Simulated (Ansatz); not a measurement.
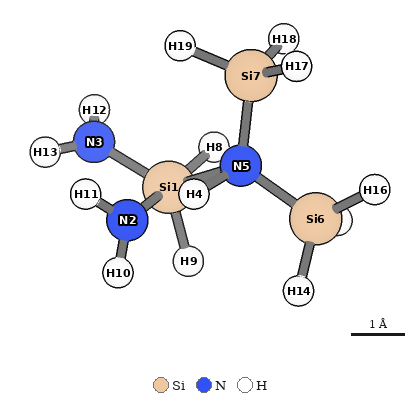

Fig. 1: The input geometry (ball-and-stick view, seen at a tilt; atoms are numbered from 1 in the order of the input). Bond lengths as drawn: H–N 1.01 to 1.19 Å, H–Si 1.48 to 1.52 Å and N–Si 1.72 to 2.01 Å.

## Run report: Si₃N₃H₁₃, single-point calculation

- system: Si₃N₃H₁₃
- method: RKS PBE0-D4/def2-TZVPP (Ansatz 0.2.0)

The geometry is a transition state. The reaction was set up to form Si1–N5 and N2–H4 and to break Si1–N2 and H4–N5 (atoms counted from 1 in the order of the input); sticks are drawn by distance alone. The geometry comes from this level: PBE0-D4/def2-TZVP.

**What the program printed**
```
Functional definition: PBE0
  name "PBE0"
  cite "Adamo & Barone, J. Chem. Phys. 110, 6158 (1999) doi:10.1063/1.478522"
  cite "Perdew, Burke & Ernzerhof, Phys. Rev. Lett. 77, 3865 (1996) doi:10.1103/PhysRevLett.77.3865"
  parent pbe
  parameter a = 0.25
  parameter kappa = 0.804
  parameter beta = 0.06672455060314922
  exchange = (1 - a)*pbe_x(kappa = kappa, mu = beta*pi^2/3) + a*exact_x
  correlation = pbe_c(beta = beta)
2105 factors; their error is unknown
mean field evaluation 1: about -28288.4783 eV, gradient 9.0e1 eV
mean field evaluation 2: about -28265.1083 eV, gradient 1.3e2 eV
mean field evaluation 4: about -28303.2165 eV, gradient 7.2e0 eV
mean field evaluation 8: about -28303.3266 eV, gradient 4.7e-1 eV
mean field evaluation 16: about -28303.3821 eV, gradient 1.0e-4 eV
mean field -28303.38214747 eV, -1040.1301091980 hartree, gradient 2.7e-5 eV, S^2 0.000000; 0 other end points of the search recorded, 0 dependent functions left out
reference -28303.38218885 eV, -1040.1301107189 hartree; 38, 38 occupied and 363, 363 virtual orbitals, 2105 factors
Total energy: -28303.86900894 eV, -1040.1480010269 hartree
```

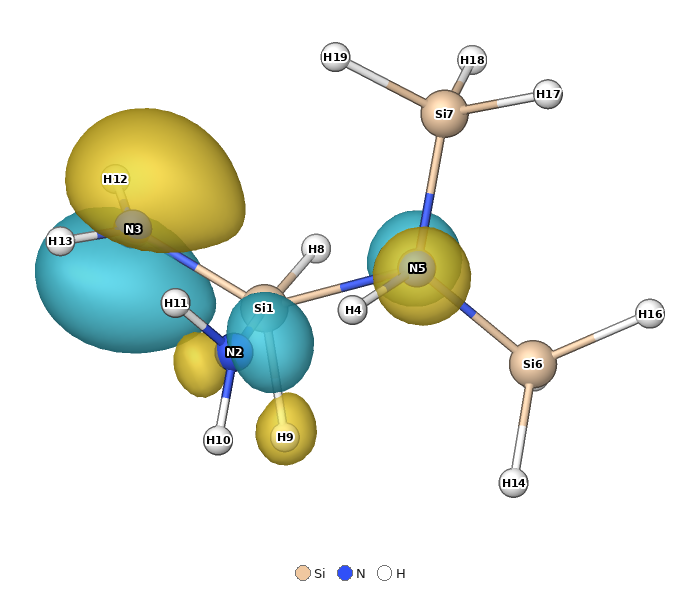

Fig. 2: One frontier orbital at ±0.15 Å⁻³ᐟ² (yellow and cyan are the two phases), seen face on. The HOMO−1, at −7.36 eV. Its weight (Hirshfeld) is mainly on N3 (55 %), Si1 (10 %) and N5 (10 %).

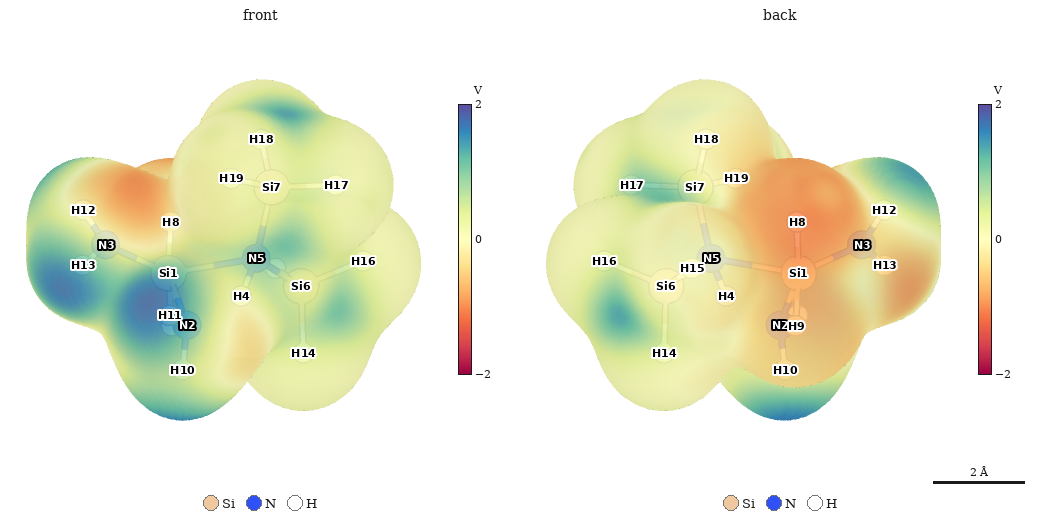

Fig. 3: The electrostatic potential painted on the density surface at 0.002 e/bohr³, seen at a tilt and from behind; the colour scale runs from red (negative) to blue (positive).

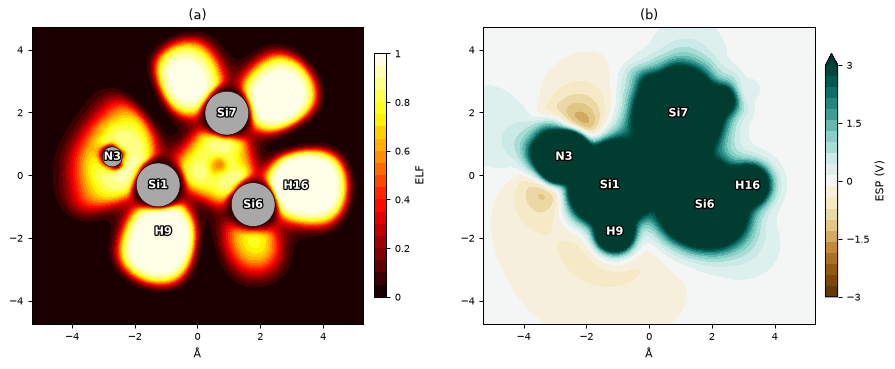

Fig. 4: (a) ELF; (b) molecular electrostatic potential on the plane of atoms N3, Si1 and H9. Grey discs, where drawn, cover atomic cores. Atoms in the plane: Si, N and H. Si–H (1.50 Å): the ELF climbs to about 1 towards the hydrogen, as it does in any bond to H.

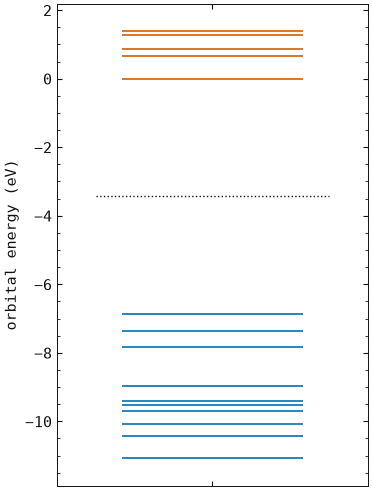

Fig. 5: Orbital energies near the frontier; the dotted line parts filled from empty levels, and levels within 0.02 eV of each other stand side by side. Highest filled −6.87 eV, lowest empty 0.00 eV, 6.87 eV apart.

This output came from the following input.

**Input file**
```yaml
crystal:
  periodic: [false, false, false]
  atoms:
    - {symbol: Si, position_ang: [-0.743424, 0.964504, 0.004896]}
    - {symbol: N, position_ang: [1.070048, 1.587234, 0.192893]}
    - {symbol: N, position_ang: [-0.993977, 1.901089, -1.411580]}
    - {symbol: H, position_ang: [1.133764, 0.192917, 0.332893]}
    - {symbol: N, position_ang: [0.347535, -0.701364, 0.264907]}
    - {symbol: Si, position_ang: [-0.021667, -1.436684, 1.815703]}
    - {symbol: Si, position_ang: [0.482538, -1.709306, -1.162219]}
    - {symbol: H, position_ang: [-1.954109, 0.087358, -0.274254]}
    - {symbol: H, position_ang: [-1.053038, 1.355129, 1.421849]}
    - {symbol: H, position_ang: [1.243708, 2.179075, 0.994011]}
    - {symbol: H, position_ang: [1.546929, 1.969617, -0.613106]}
    - {symbol: H, position_ang: [-1.838295, 1.787236, -1.946902]}
    - {symbol: H, position_ang: [-0.467693, 2.719526, -1.666490]}
    - {symbol: H, position_ang: [0.636830, -0.635484, 2.877579]}
    - {symbol: H, position_ang: [-1.488922, -1.475695, 2.033931]}
    - {symbol: H, position_ang: [0.511520, -2.826253, 1.836175]}
    - {symbol: H, position_ang: [1.477853, -2.786134, -0.922859]}
    - {symbol: H, position_ang: [-0.828381, -2.321061, -1.492839]}
    - {symbol: H, position_ang: [0.938682, -0.851801, -2.284588]}
basis:
  gaussian: {orbitals: def2-TZVPP}
hamiltonian: {xc: pbe0, dispersion: d4}
output: {orbitals: {seedname: orbitals}}
```

Launch command:
```bash
ansatz run in.yaml --threads 4 --pin off --events-out ev --progress --plain --max-ram 66560MiB --backend cuda --devices 0, --max-vram 37GiB
```

**Summary**

| quantity | value |
| --- | --- |
| outcome | converged |
| total energy | −28303.8690 eV |
| mean-field energy | −28303.3822 eV |
| dispersion energy | −0.4868 eV |
| SCF solution under orbital rotations | stable |
| HOMO | −6.87 eV |
| LUMO | 0.00 eV |
| hardware | 4 CPU threads, shared host |
| wall time | 6.5 s (CPU time 6.9 s) |
| peak memory | 0.89 GiB |
